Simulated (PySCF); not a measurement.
**C₃H₁₃FOSi₃: density, localisation and related maps**

```yaml
atoms:
  - { symbol: C, position_ang: [-2.2991, 0.0715, -0.9381] }
  - { symbol: C, position_ang: [-1.4742, -0.0017, 0.3440] }
  - { symbol: O, position_ang: [-0.4937, -1.0318, 0.2531] }
  - { symbol: C, position_ang: [-0.7481, 1.2986, 0.6446] }
  - { symbol: Si, position_ang: [0.5743, 1.0271, 1.9975] }
  - { symbol: Si, position_ang: [2.1423, -0.4786, 1.2094] }
  - { symbol: Si, position_ang: [1.9592, -0.9159, -1.0464] }
  - { symbol: F, position_ang: [3.4423, -0.8752, -1.7073] }
  - { symbol: H, position_ang: [-3.0103, 0.8907, -0.8769] }
  - { symbol: H, position_ang: [-2.8502, -0.8542, -1.1006] }
  - { symbol: H, position_ang: [-1.6402, 0.2391, -1.7876] }
  - { symbol: H, position_ang: [-2.1401, -0.2357, 1.1906] }
  - { symbol: H, position_ang: [-0.9205, -1.8536, -0.0091] }
  - { symbol: H, position_ang: [-1.4830, 2.0468, 0.9366] }
  - { symbol: H, position_ang: [-0.2724, 1.6570, -0.2686] }
  - { symbol: H, position_ang: [-0.1608, 0.5910, 3.1965] }
  - { symbol: H, position_ang: [1.0581, 2.3781, 2.3245] }
  - { symbol: H, position_ang: [2.0183, -1.7463, 1.9559] }
  - { symbol: H, position_ang: [3.4989, -0.0195, 1.5758] }
  - { symbol: H, position_ang: [1.5109, -2.2457, -1.4579] }
  - { symbol: H, position_ang: [1.2793, 0.0755, -1.8790] }
```

Geometry: GFN2-xTB.

Method: PBE0/pcSseg-1, SCF density, gas phase, non-relativistic (PySCF).

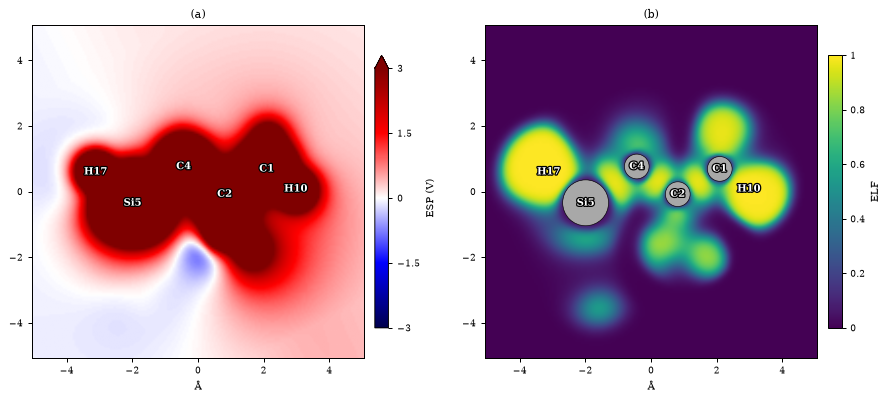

Figure 1. (a) molecular electrostatic potential; (b) ELF on the plane of atoms C4, Si5 and H17. Grey discs cover the atomic cores in the ELF map.

Question: What does the map show?

Answer:
- The plane passes through C, Si and H nuclei.
- C–C (1.52 Å): the ELF peaks at about 0.95 between the atoms: a shared electron pair.
- C–Si (1.91 Å): the ELF peaks at about 0.95 between the atoms (localised, covalent bonding).
- C–H (1.09 Å): the ELF climbs to about 1 towards the hydrogen, as it does in any bond to H (an ordinary covalent bond to hydrogen).
- The ELF also peaks beside O3, away from the bonds: lone-pair regions.
- Outside the dense part of the molecule the potential is most negative (−0.8 V) near O3, which lies off the plane.

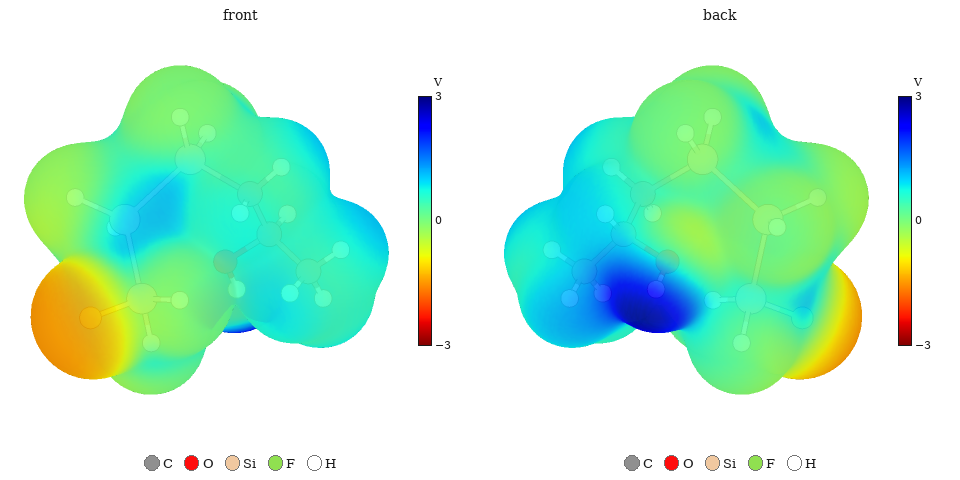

Figure 2. The electrostatic potential painted on the density surface at 0.002 e/bohr³, seen from the front and from behind; the colour scale runs from red (negative) to blue (positive).

Question: Where is the surface potential most negative and most positive?

Answer: The most negative region (about −1.5 V) lies over F8, the most positive (about +2.7 V) over H13.
